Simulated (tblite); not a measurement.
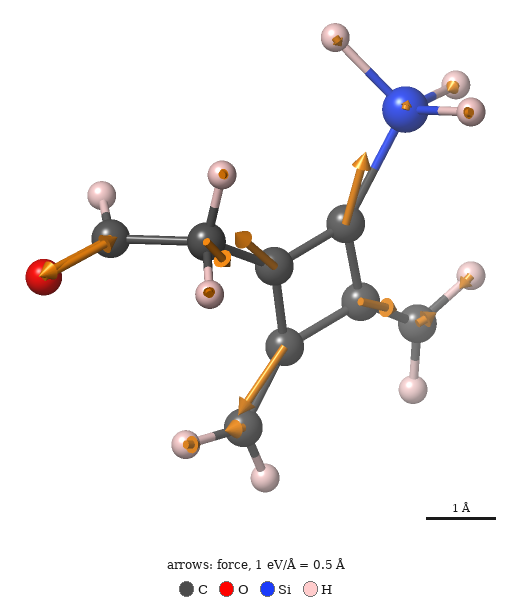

Starting geometry of C8H10OSi with the computed forces as orange arrows. A ball-and-stick model, seen at a tilt.

The calculation used tblite, GFN2-xTB geometry optimisation, gas phase. 

### What follows when this structure is relaxed?

It isn't relaxed: the largest force vector, on a C atom, is 2.94 eV/Å. The final displacements have little in common with the starting forces (cosine between the two patterns 0.09). The energy falls by 0.289 eV in 174 geometry steps. The atom that moves furthest after the best rigid fit is an H atom (1.56 Å). By element the largest moves are H 1.56 Å, O 0.97 Å, C 0.53 Å, Si 0.25 Å. Near-neighbour distances that change, for instance: C–C 1.544 → 1.486 Å, C–C 1.444 → 1.493 Å, C–O 1.238 → 1.196 Å, C–C 1.440 → 1.471 Å. Bond angles that change, for instance: C–C–H 116.0° → 112.7°, H–C–H 108.5° → 110.7°, C–C–C 91.4° → 93.5°. Groups turn about C–Si by about 55°, C–C by about 30°. Cost: 2.8 s on 1 thread of Arm Neoverse N1 (shared host).
